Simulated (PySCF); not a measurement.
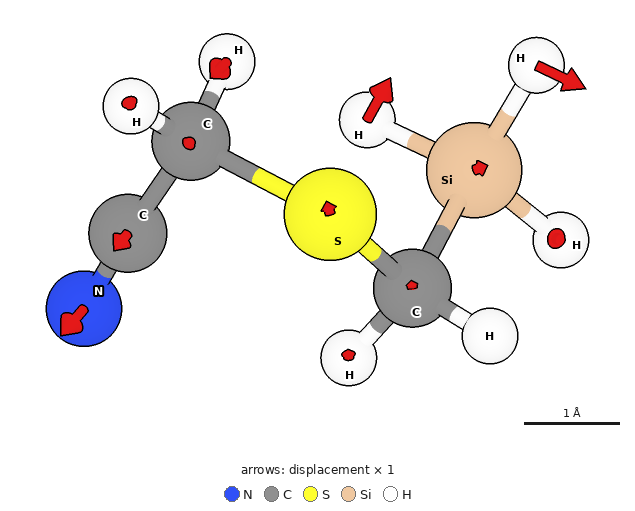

This is a relaxation of C$_{3}$H$_{7}$NSSi. The starting structure is drawn; red arrows show the displacements, at their true length. The two geometries are superimposed by the best rigid fit.

A ball-and-stick model, seen at a tilt.

The start comes from GFN2-xTB. Its atoms were then displaced at random by about 0.01 Å.

These are results of PySCF, PBE0-D3(BJ)/def2-SVP geometry optimisation, gas phase, not measurements. 

### What happened in the run?

The largest moves after the best rigid fit, 0.59 Å, are those of H atoms. Largest moves by element: H 0.59 Å, N 0.49 Å, C 0.29 Å, Si 0.17 Å, S 0.16 Å. Near-neighbour distances that change, for instance: H–Si 1.444 → 1.495 Å, C–H 1.057 → 1.101 Å, C–S 1.858 → 1.818 Å, C–N 1.118 → 1.158 Å. Bond angles that change, for instance: S–C–H 107.3° → 111.4°, C–Si–H 106.4° → 110.3°, H–C–H 109.7° → 106.2°. Over 10 geometry steps the energy falls by 6.80 kcal/mol. Cost: 78 s on 1 thread of Arm Neoverse V1 (shared host).
